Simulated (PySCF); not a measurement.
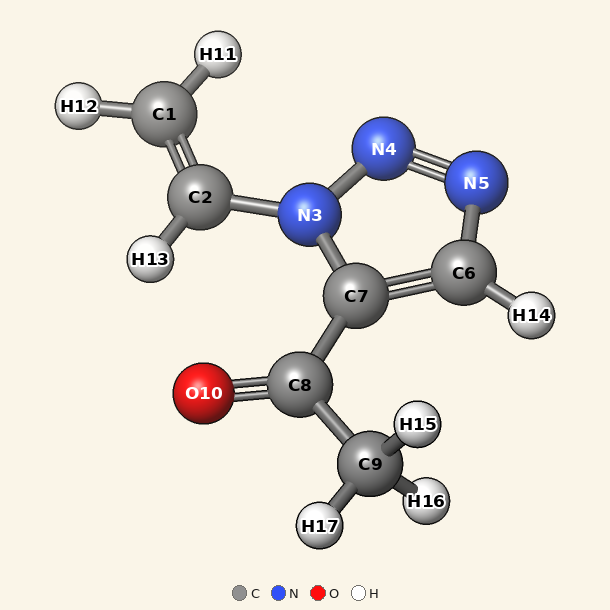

The computed structure is the end point of a PBE0-D3(BJ)/def2-SVP optimisation. No frequency run is at hand to confirm it as a minimum. Method: TDDFT ωB97X-D/def2-SVPD, vertical, gas phase, core orbitals frozen in the response (PySCF 2.14.0), and the same with a continuum solvent (IEF-PCM, Bondi radii x 1.2, gas-phase geometry).

How do dipole (D), HOMO–LUMO gap (eV), lowest singlet (eV) change in chloroform (ε = 4.7)?

```json
{"medium": "gas phase", "dipole (D)": "2.49", "HOMO–LUMO gap (eV)": "8.69", "lowest singlet (eV)": "4.05"}
{"medium": "chloroform", "dipole (D)": "3.17", "HOMO–LUMO gap (eV)": "8.72", "lowest singlet (eV)": "4.08"}
```
